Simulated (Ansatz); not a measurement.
## What a tighter setting buys: kpoints.mp_grid.grid, Zn3Hg (Amm2, 4 atoms in the cell)

```
Zn3Hg
1.0
   10.47985     0.00000     0.00000
    0.00000     1.43677     2.47639
    0.00000    -1.43677     2.47639
Zn Hg
3 1
Direct
  0.00000   0.66453   0.66453
  0.21033   0.34249   0.34249
  0.78967   0.34249   0.34249
  0.50000   0.65049   0.65049
```

Method: LDA (PW92), default PAW files made with PBE (plane waves; Ansatz, an electronic-structure program).

Base settings: kpoints.mp_grid.grid = 3 11 11; kpoints.mp_grid.shift = 0.5 0.5 0.5; hamiltonian.xc = lda; hamiltonian.pseudopotentials = {kind: paw} (the program's default PAW files); scf.occupations.method = fermi_dirac; scf.occupations.width = 0.05 eV.

Misses are taken against the tightest run, 8 32 32, which need not be fully converged itself. The energy is the free energy per atom.

The count of work is k-points × plane waves × bands × iterations; it is no time, and leaves out set-up, grids and terms that scale otherwise. Core times come from one kind of shared machine and are given to one figure; runs under 30 s give none.

The starting cell comes from a database of computed structures (which also holds hypothetical and non-ambient phases and stackings), without a prior relaxation at this level. In the base run, with a pressure of about -8 GPa the cell is away from its equilibrium volume at this level. Ansatz's pressure includes its estimate of the finite-basis (Pulay) stress.

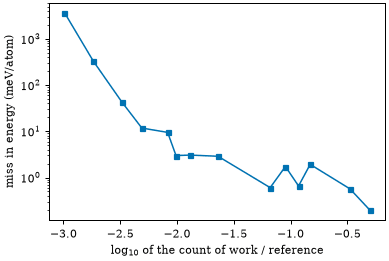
*Miss against the count of work; the reference run is not drawn, and misses under 0.1 meV/atom are drawn there.*

```tsv
kpoints.mp_grid.grid	energy less reference (meV/atom)	pressure less reference (GPa)	largest difference in the force on any atom (eV/Å)	count of work / reference	core time / reference (rough)
1 1 1	3698.81	18.32	1.197	0.0010	–
1 2 2	-326.12	-1.10	1.311	0.0018	–
1 3 3	43.16	-1.57	0.251	0.0033	–
1 4 4	-11.75	0.04	0.222	0.0049	–
2 5 5	-9.47	0.50	0.087	0.0083	–
2 6 6	2.98	-0.13	0.069	0.0098	–
2 7 7	3.06	-0.16	0.086	0.013	–
2 9 9	-2.88	-0.05	0.007	0.023	–
3 11 11	0.60	0.07	0.024	0.066	–
3 13 13	-1.73	-0.02	0.006	0.090	–
4 15 15	0.66	0.04	0.002	0.12	0.1
4 17 17	1.92	0.02	0.006	0.15	0.1
5 21 21	-0.57	0.01	0.006	0.33	0.4
6 26 26	0.19	0.00	0.001	0.50	0.4
8 32 32	0.00	0.00	0.000	1.0	1
```

Coarsest setting among those run that, with all tighter ones, holds the energy within 20 meV/atom of the reference: 1 4 4, off by 12 meV/atom; it needs 0.0049 of the reference's count of work.

Coarsest setting among those run that, with all tighter ones, holds the energy within 1 meV/atom of the reference: 5 21 21, off by 0.57 meV/atom; it needs 0.33 of the reference's count of work and about 0.4 of the reference's time. The coarser 3 11 11 also lies inside, but a setting between leaves the range again, so that is luck.

The step from 1 1 1 to 1 3 3: it takes the miss in the energy from 3700 to 43 meV/atom, for 3.2 times the count of work.

Keys are those of Ansatz 0.2.
